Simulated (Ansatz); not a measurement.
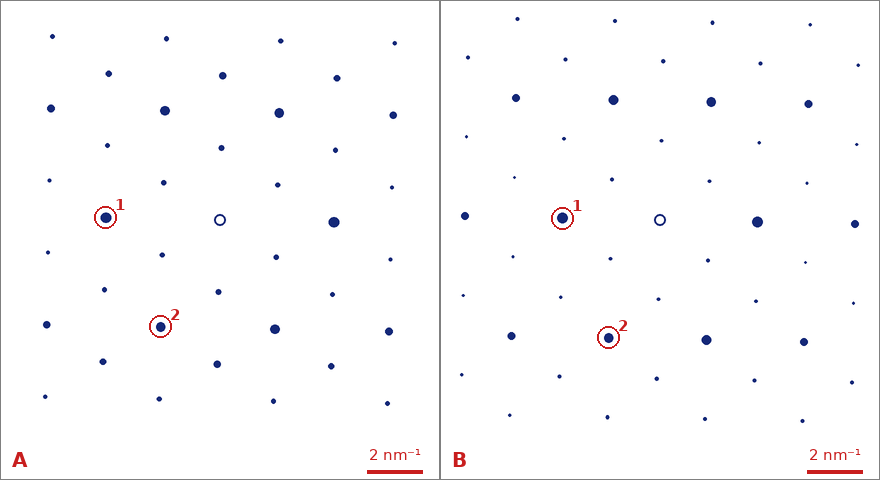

Kinematic electron diffraction patterns (300 kV, B = 0.5 Å², same scale) along [010] of the run's own cell, for the start and the end of one relaxation of BiPb2 with DFT PBE, scalar-relativistic, plane waves, PAW (Ansatz). k mesh 6×6×8. The start is a generated model structure, and the relaxation ends in the nearest stationary point of its symmetry, not necessarily the ground state. Spot 1 is 0 0 -2 and spot 2 is -3 0 -1 in both.

Start structure:

```yaml
crystal:
  lattice:
    - [7.49454, 0.00000, 0.00000]
    - [0.00000, 7.49454, 0.00000]
    - [0.00000, 0.00000, 4.73325]
  atoms:
    - { symbol: Bi, position: [0.00000, 0.00000, 0.00000] }
    - { symbol: Bi, position: [0.50000, 0.50000, 0.50000] }
    - { symbol: Pb, position: [0.29864, 0.29864, 0.00000] }
    - { symbol: Pb, position: [0.20136, 0.79864, 0.50000] }
    - { symbol: Pb, position: [0.70136, 0.70136, 0.00000] }
    - { symbol: Pb, position: [0.79864, 0.20136, 0.50000] }
```

Which pattern belongs to the start structure, and which to the relaxed one?

Answer. A is the start: its cell gives d(1) = 2.367 Å, d(2) = 2.209 Å and an angle of 62.2°. B is the relaxed structure, with d(1) = 2.768 Å (+17.0 %), d(2) = 2.100 Å (-4.9 %) and 67.7°.

Name reflections whose intensity changes strongly on relaxation.

Answer. 4 0 0 goes from 21 to 1.3 % of the strongest spot; 4 0 2 goes from 13 to 0.9 % of the strongest spot.

What did the relaxation do to the structure and the energy?

Answer. The volume changed by -3.4 % to 42.78 Å³ an atom; with the mean shift removed, the atoms moved by up to 0.23 Å relative to the cell (Pb most); the space group stayed P4_2/mnm (No. 136); the free energy fell by 13 meV an atom. Relaxed cell: a = 6.809 Å, b = 6.809 Å, c = 5.537 Å, α = 90.00°, β = 90.00°, γ = 90.00°.
